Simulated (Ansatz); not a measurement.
Input file:

```
crystal:
  periodic: [false, false, false]
  atoms:
    - { symbol: Al, position_ang: [-0.2787, 0.0571, -0.3095] }
    - { symbol: "N", position_ang: [1.6349, 0.3287, 0.8228] }
    - { symbol: C, position_ang: [-1.2106, -1.5962, 0.2583] }
    - { symbol: "N", position_ang: [-0.1075, 0.8684, -1.8769] }
    - { symbol: H, position_ang: [0.7613, 1.2008, 1.3299] }
    - { symbol: Cl, position_ang: [-0.819, 1.966, 1.3755] }
    - { symbol: H, position_ang: [1.9705, -0.2333, 1.5942] }
    - { symbol: H, position_ang: [2.3971, 0.879, 0.4469] }
    - { symbol: H, position_ang: [-1.403, -2.2656, -0.5829] }
    - { symbol: H, position_ang: [-0.6197, -2.1538, 0.9899] }
    - { symbol: H, position_ang: [-2.1752, -1.3885, 0.7285] }
    - { symbol: H, position_ang: [-0.0463, 1.8746, -1.9733] }
    - { symbol: H, position_ang: [-0.1039, 0.4627, -2.8032] }
basis:
  gaussian: { orbitals: def2-SVP }
hamiltonian:
  xc: b3lyp
  dispersion: d4
relax:
  f_tol: 0.15
  max_steps: 25
  restrain:
    - { distance: [0, 5], at: 3.53, k: 30.0 }
    - { distance: [4, 1], at: 2.32, k: 30.0 }
    - { distance: [0, 1], at: 1.92, k: 30.0 }
    - { distance: [4, 5], at: 1.33, k: 30.0 }
output:
  orbitals: {}
```

Command:

```sh
ansatz run input.yaml --threads 2 --pin off --max-ram 3072MiB --backend cpu --events-out ev --progress --plain --runs-dir out
```

The fields are those of the run's last geometry, not of the input's.

Not at a stationary point (largest force 1.3 eV/Å).

Theory: RKS B3LYP-D4/def2-SVP (Ansatz).

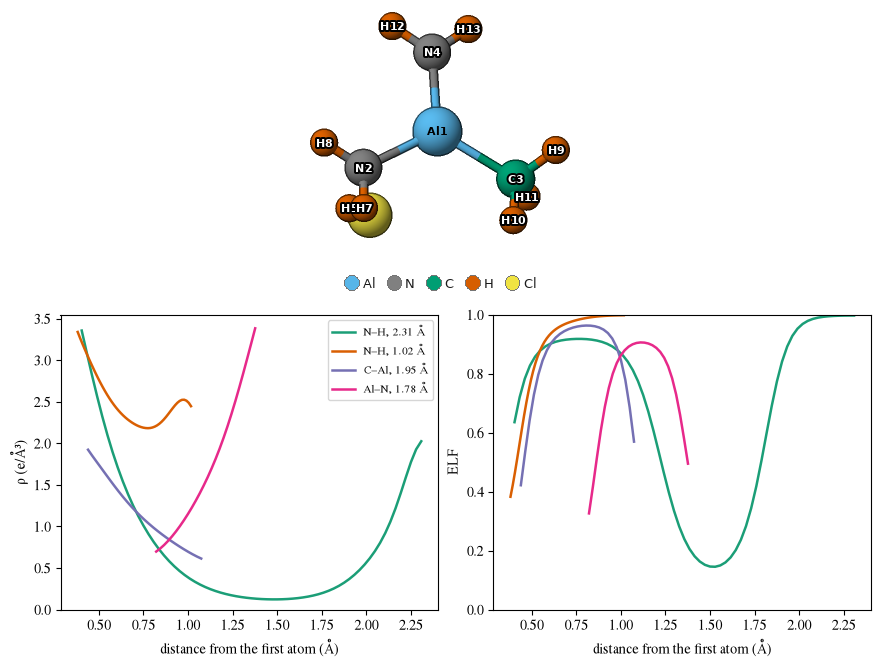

CH7AlN2···HCl. Total electron density and ELF along straight lines between neighbouring atoms. The curves leave out the atomic cores. The structure is drawn too.

### Compare the contacts.

N2···H5 (2.31 Å): the density falls to about 0.12 e/Å³ on the way; the ELF dips to about 0.15 between them.
N–H (1.02 Å): ρ at the midpoint is about 2.7 e/Å³; the ELF climbs to about 1 towards the hydrogen, as it does in any bond to H; an ordinary covalent bond to hydrogen.
C–Al (1.95 Å): the density is about 0.73 e/Å³ at the midpoint; the ELF peaks at about 0.95 between the atoms; a shared but strongly polarised pair.
Al–N (1.78 Å): ρ at the midpoint is about 0.83 e/Å³; the ELF peaks at about 0.90 in the valence shell of N, 0.7 Å from its nucleus, and is about 0.60 at the midpoint.
